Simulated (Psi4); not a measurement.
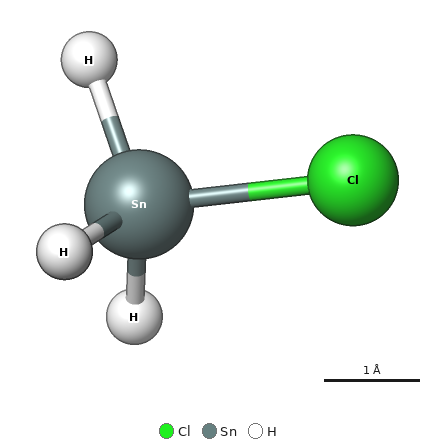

Fig. 1: The structure as given in the input (ball-and-stick view, seen at a tilt). Sticks mark near contacts. Bond lengths as drawn: Cl–Sn 2.33 Å and H–Sn 1.70 Å.

**Single-point calculation of SnH₃Cl**

- system: SnH₃Cl, SMILES [Cl][SnH3]
- method: B2PLYP/def2-QZVP, RKS, core potentials def2 (Psi4 1.11)

The geometry comes from this level: PBE0-D4/def2-TZVP.

Log
```
Psi4 1.11 release

   => Loading Basis Set <=

    Name: DEF2-QZVP
    Role: ORBITAL
    Keyword: BASIS

    !!!  WARNING: ECP capability is in beta. Please check occupations closely.  !!!

         ---------------------------------------------------------
                                   SCF
                              RKS Reference
                        1 Threads,   1525 MiB Core
         ---------------------------------------------------------

  ==> Geometry <==

    Molecular point group: c1
    Full point group: C1

    Geometry (in Angstrom), charge = 0, multiplicity = 1:

       Center              X                  Y                   Z               Mass
    ------------   -----------------  -----------------  -----------------  -----------------
         CL          -1.571269345055     0.294882736327     0.882064378292    34.968852682000
         SN           0.437030654945    -0.082017263673    -0.245335621708   119.902201630000
         H            0.147630654945     0.325382736327    -1.870235621708     1.007825032230
         H            0.790830654945    -1.731717263673    -0.036735621708     1.007825032230
         H            1.586330654945     0.932382736327     0.489564378292     1.007825032230

  Running in c1 symmetry.

  Rotational constants: A =      2.08899  B =      0.10916  C =      0.10916 [cm^-1]
  Rotational constants: A =  62626.32730  B =   3272.48303  C =   3272.47960 [MHz]
  Nuclear repulsion =  114.226496944951634

  Charge       = 0
  Multiplicity = 1
  Electrons    = 42
  Nalpha       = 21
  Nbeta        = 21

  ==> Algorithm <==

  SCF Algorithm Type is DF.
  DIIS enabled.
  MOM disabled.
  Fractional occupation disabled.
  Guess Type is SAD.
  Energy threshold   = 1.00e-06
  Density threshold  = 1.00e-06
  Integral threshold = 1.00e-12

  ==> Primary Basis <==

  Basis Set: DEF2-QZVP
    Blend: DEF2-QZVP
    Number of shells: 74
    Number of basis functions: 242
    Number of Cartesian functions: 295
    Spherical Harmonics?: true
    Max angular momentum: 4

  Core potential: DEF2-QZVP
    Number of shells: 4
    Number of ECP primitives: 18
    Number of ECP core electrons: 28
    Max angular momentum: 3

  ==> DFT Potential <==

   => LibXC <=

    Version 7.1.2

   => Composite Functional: B2PLYP <=

    B2PLYP Double Hybrid Exchange-Correlation Functional

    Deriv               =              1
    GGA                 =           TRUE
    Meta                =          FALSE

    Exchange Hybrid     =           TRUE
    MP2 Hybrid          =           TRUE

   => Exchange Functionals <=

    0.4700     XC_GGA_X_B88

   => Exact (HF) Exchange <=

    0.5300               HF

   => Correlation Functionals <=

    0.7300     XC_GGA_C_LYP

   => MP2 Correlation <=

    0.2700       MP2

   => LibXC Density Thresholds  <==

    XC_GGA_C_LYP:  1.00E-14
    XC_GGA_X_B88:  1.00E-15

   => Molecular Quadrature <=

    Radial Scheme          =       TREUTLER
    Pruning Scheme         =           NONE
    Nuclear Scheme         =       TREUTLER

    Blocking Scheme        =         OCTREE
    BS radius alpha        =              1
    Pruning alpha          =              1
    Radial Points          =             99
    Spherical Points       =            590
    Total Points           =         280225
    Total Blocks           =           2091
    Max Points             =            256
    Max Functions          =            238
    Weights Tolerance      =       1.00E-15

   => Loading Basis Set <=

    Name: (DEF2-QZVP AUX)
    Role: JKFIT
    Keyword: DF_BASIS_SCF

  ==> Integral Setup <==

  DFHelper Memory: AOs need 0.185 GiB; user supplied 0.185 GiB.
  SCF_SUBTYPE=INCORE selected. In-core MEM_DF algorithm will be used.
  Using in-core AOs.

  ==> MemDFJK: Density-Fitted J/K Matrices <==

    J tasked:                   Yes
    K tasked:                   Yes
    wK tasked:                   No
    Memory [MiB]:               188
    Algorithm:                 Core
    Schwarz Cutoff:           1E-12
    Mask sparsity (%):       3.4492
    Fitting Condition:        1E-10

   => Auxiliary Basis Set <=

  Basis Set: (DEF2-QZVP AUX)
    Blend: DEF2-UNIVERSAL-JKFIT
    Number of shells: 102
    Number of basis functions: 400
    Number of Cartesian functions: 524
    Spherical Harmonics?: true
    Max angular momentum: 5

  Cached 50.0% of DFT collocation blocks in 0.698 [GiB].

  Minimum eigenvalue in the overlap matrix is 2.9987367934E-04.
  Reciprocal condition number of the overlap matrix is 4.4838836982E-05.
    Using symmetric orthogonalization.

  ==> Pre-Iterations <==

  SCF Guess: Superposition of Atomic Densities via on-the-fly atomic UHF (no occupation information).

   -------------------------
    Irrep   Nso     Nmo
   -------------------------
     A        242     242
   -------------------------
    Total     242     242
   -------------------------

  ==> Iterations <==

                           Total Energy        Delta E     RMS |[F,P]|

   @DF-RKS iter SAD:  -674.38202004359664   -6.74382e+02   0.00000e+00
   @DF-RKS iter   1:  -675.68166613735741   -1.29965e+00   2.58151e-03 DIIS/ADIIS
   @DF-RKS iter   2:  -675.75831885927778   -7.66527e-02   2.13804e-03 DIIS/ADIIS
   @DF-RKS iter   3:  -675.83740122189442   -7.90824e-02   1.60775e-04 DIIS/ADIIS
   @DF-RKS iter   4:  -675.83771454886914   -3.13327e-04   5.18535e-05 DIIS
   @DF-RKS iter   5:  -675.83775823747919   -4.36886e-05   8.65389e-06 DIIS
   @DF-RKS iter   6:  -675.83776029406226   -2.05658e-06   2.06959e-06 DIIS
   @DF-RKS iter   7:  -675.83776038926999   -9.52077e-08   3.12468e-07 DIIS
  Energy and wave function converged.

  ==> Post-Iterations <==

   Electrons on quadrature grid:
      Ntotal   =   42.0000001888 ; deviation = 1.888e-07

    Orbital Energies [Eh]
    ---------------------

    Doubly Occupied:

       1A   -102.887273     2A     -9.892535     3A     -7.531117
       4A     -7.527646     5A     -7.527646     6A     -5.445033
       7A     -3.725131     8A     -3.721169     9A     -3.721169
      10A     -1.181314    11A     -1.176149    12A     -1.176149
      13A     -1.170984    14A     -1.170984    15A     -0.906099
      16A     -0.599333    17A     -0.415664    18A     -0.415657
      19A     -0.411266    20A     -0.361304    21A     -0.361301

    Virtual:

      22A      0.000084    23A      0.033329    24A      0.052301
      25A      0.052305    26A      0.081779    27A      0.081782
      28A      0.093308    29A      0.114149    30A      0.159059
      31A      0.159061    32A      0.190322    33A      0.220998
      34A      0.220998    35A      0.270150    36A      0.278354
      37A      0.278356    38A      0.296319    39A      0.299956
      40A      0.299960    41A      0.386703    42A      0.402870
      43A      0.402872    44A      0.436824    45A      0.436828
      46A      0.441716    47A      0.499857    48A      0.499863
      49A      0.527374    50A      0.566181    51A      0.566182
      52A      0.580019    53A      0.609849    54A      0.609851
      55A      0.623421    56A      0.669118    57A      0.677387
      58A      0.677390    59A      0.755352    60A      0.791652
      61A      0.791657    62A      0.826011    63A      0.867681
      64A      0.868924    65A      0.868933    66A      0.895537
      67A      0.895539    68A      0.921188    69A      1.066918
      70A      1.154482    71A      1.154488    72A      1.201317
      73A      1.201319    74A      1.222450    75A      1.230711
      76A      1.230717    77A      1.272961    78A      1.272963
      79A      1.277870    80A      1.320137    81A      1.320139
      82A      1.321542    83A      1.321548    84A      1.322820
      85A      1.370563    86A      1.389218    87A      1.406966
      88A      1.406968    89A      1.460452    90A      1.467714
      91A      1.467720    92A      1.471029    93A      1.573068
      94A      1.641539    95A      1.641545    96A      1.682357
      97A      1.694435    98A      1.694448    99A      1.735526
     100A      1.793352   101A      1.793364   102A      1.831012
     103A      1.831013   104A      1.839866   105A      1.880883
     106A      1.880889   107A      2.014046   108A      2.014051
     109A      2.017469   110A      2.105458   111A      2.163656
     112A      2.197042   113A      2.214348   114A      2.214358
     115A      2.235020   116A      2.235027   117A      2.316014
     118A      2.370232   119A      2.370255   120A      2.419276
     121A      2.476363   122A      2.543073   123A      2.543080
     124A      2.638683   125A      2.666483   126A      2.666488
     127A      2.730293   128A      2.747799   129A      2.762227
     130A      2.781125   131A      2.781133   132A      2.812368
     133A      2.812384   134A      2.883603   135A      2.883623
     136A      2.942124   137A      3.254265   138A      3.254292
     139A      3.286291   140A      3.332707   141A      3.332714
     142A      3.356319   143A      3.404773   144A      3.404774
     145A      3.485189   146A      3.485201   147A      3.578270
     148A      3.578273   149A      3.658533   150A      3.701607
     151A      3.759356   152A      3.759358   153A      3.762068
     154A      3.763411   155A      3.803024   156A      3.825454
     157A      3.825455   158A      3.972457   159A      3.972466
     160A      4.096823   161A      4.096825   162A      4.108440
     163A      4.128826   164A      4.193839   165A      4.228796
     166A      4.228804   167A      4.437631   168A      4.588951
     169A      4.588953   170A      5.136140   171A      5.714612
     172A      5.714670   173A      5.846481   174A      5.885897
     175A      5.910226   176A      5.910231   177A      5.916846
     178A      5.916852   179A      5.979978   180A      6.017177
     181A      6.017182   182A      6.055373   183A      6.077167
     184A      6.105705   185A      6.105717   186A      6.264949
     187A      6.281503   188A      6.281510   189A      6.320204
     190A      6.320210   191A      6.422210   192A      6.422218
     193A      6.480330   194A      6.503036   195A      7.796860
     196A      7.796865   197A      7.804049   198A      7.811606
     199A      7.875114   200A      7.875130   201A      8.080762
     202A      8.088484   203A      8.088493   204A      8.148721
     205A      8.158909   206A      8.158921   207A      8.273400
     208A      8.273430   209A      8.533246   210A      8.533263
     211A      8.546528   212A      8.590942   213A      8.593057
     214A      8.593075   215A      8.668382   216A      8.678621
     217A      9.006467   218A      9.006485   219A      9.070659
     220A      9.588146   221A      9.588160   222A      9.644761
     223A      9.644773   224A      9.667811   225A      9.810246
     226A     10.093795   227A     10.937076   228A     10.937076
     229A     11.031906   230A     11.031907   231A     11.188931
     232A     12.816020   233A     29.120476   234A     34.969597
     235A     34.992824   236A     34.992861   237A     42.367702
     238A     42.367702   239A     42.423711   240A     72.669461
     241A     98.998066   242A    527.337136

    Final Occupation by Irrep:
              A
    DOCC [    21 ]
    NA   [    21 ]
    NB   [    21 ]

  @DF-RKS Final Energy:  -675.83776038926999

   => Energetics <=

    Nuclear Repulsion Energy =            114.2264969449516343
    One-Electron Energy =               -1241.3748252413183764
    Two-Electron Energy =                 474.0046643541836602
    DFT Exchange-Correlation Energy =     -22.6940964470868991
    Empirical Dispersion Energy =           0.0000000000000000
    VV10 Nonlocal Energy =                  0.0000000000000000
    Total Energy =                       -675.8377603892699881

Computation Completed

Properties will be evaluated at   0.000000,   0.000000,   0.000000 [a0]

Properties computed using the SCF density matrix

 Multipole Moments:

 ------------------------------------------------------------------------------------
     Multipole            Electronic (a.u.)      Nuclear  (a.u.)        Total (a.u.)
 ------------------------------------------------------------------------------------

 L = 1.  Multiply by 2.5417464519 to convert [e a0] to [Debye]
 Dipole X            :         28.4114780          -27.5373017            0.8741763
 Dipole Y            :         -5.3317771            5.1677867           -0.1639905
 Dipole Z            :        -15.9492411           15.4585340           -0.4907071
 Magnitude           :                                                    1.0158103

 ------------------------------------------------------------------------------------

	total time  =         40 seconds =       0.67 minutes

   => Loading Basis Set <=

    Name: (DEF2-QZVP AUX)
    Role: RIFIT
    Keyword: DF_BASIS_MP2

	 --------------------------------------------------------
	                          DF-MP2
	      2nd-Order Density-Fitted Moller-Plesset Theory
	              RMP2 Wavefunction,   1 Threads

	 --------------------------------------------------------

   => Auxiliary Basis Set <=

  Basis Set: (DEF2-QZVP AUX)
    Blend: DEF2-QZVP-RI + DEF2-QZVPP-RI
    Number of shells: 139
    Number of basis functions: 611
    Number of Cartesian functions: 860
    Spherical Harmonics?: true
    Max angular momentum: 6

	 --------------------------------------------------------
	                 NBF =   242, NAUX =   611
	 --------------------------------------------------------
	   CLASS    FOCC     OCC    AOCC    AVIR     VIR    FVIR
	   PAIRS       9      21      12     221     221       0
	 --------------------------------------------------------

	-----------------------------------------------------------
	 ==================> DF-MP2 Energies <====================
	-----------------------------------------------------------
	 Reference Energy          =    -675.8377603892699881 [Eh]
	 Singles Energy            =      -0.0000000000000000 [Eh]
	 Same-Spin Energy          =      -0.2754646215203758 [Eh]
	 Opposite-Spin Energy      =      -0.6168977349297592 [Eh]
	 Correlation Energy        =      -0.8923623564501350 [Eh]
	 Total Energy              =    -676.7301227457201094 [Eh]
	-----------------------------------------------------------
	 ================> DF-SCS-MP2 Energies <==================
	-----------------------------------------------------------
	 SCS Same-Spin Scale       =       0.3333333333333333 [-]
	 SCS Opposite-Spin Scale   =       1.2000000000000000 [-]
	 SCS Same-Spin Energy      =      -0.0918215405067919 [Eh]
	 SCS Opposite-Spin Energy  =      -0.7402772819157110 [Eh]
	 SCS Correlation Energy    =      -0.8320988224225029 [Eh]
	 SCS Total Energy          =    -676.6698592116924829 [Eh]
	-----------------------------------------------------------

    B2PLYP Energy Summary
    ---------------------
    DFT Reference Energy                  =  -675.8377603892699881
    Scaled MP2 Correlation                =    -0.2409378362415364
    @Final double-hybrid DFT total energy =  -676.0786982255115163

	total time  =          2 seconds =       0.03 minutes

    Psi4 run time: 0:00:42.43
```

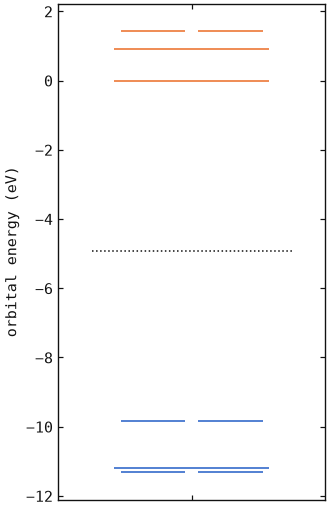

Fig. 2: Orbital energies near the frontier; the dotted line parts filled from empty levels, and levels within 0.02 eV of each other stand side by side. Highest filled −9.83 eV, lowest empty 0.00 eV, 9.83 eV apart.

This output came from the following input.

The input (clh3sn.dat)
```
memory 1.6 GB

molecule {
  0 1
  Cl    -1.839400     0.332400     1.029900
  Sn     0.168900    -0.044500    -0.097500
  H     -0.120500     0.362900    -1.722400
  H      0.522700    -1.694200     0.111100
  H      1.318200     0.969900     0.637400
  units angstrom
  symmetry c1
}

set globals {
  basis def2-QZVP
  puream true
  scf_type df
  dft_radial_points 99
  dft_spherical_points 590
  num_frozen_docc 9
}

e, wfn = energy("b2plyp", return_wfn=True)
```

Launch command:
```bash
psi4 clh3sn.dat clh3sn.out -n 1
```

Results in brief

| quantity | value |
| --- | --- |
| outcome | converged |
| total energy | −676.078698 hartree |
| SCF energy | −675.837760 hartree |
| basis functions | 242 |
| HOMO | −9.83 eV |
| LUMO | 0.00 eV |
| hardware | 1 thread of Intel Xeon @ 2.70GHz, 189 GiB of memory available, shared host |
| wall time | 44 s |
| peak memory | 1.3 GiB |
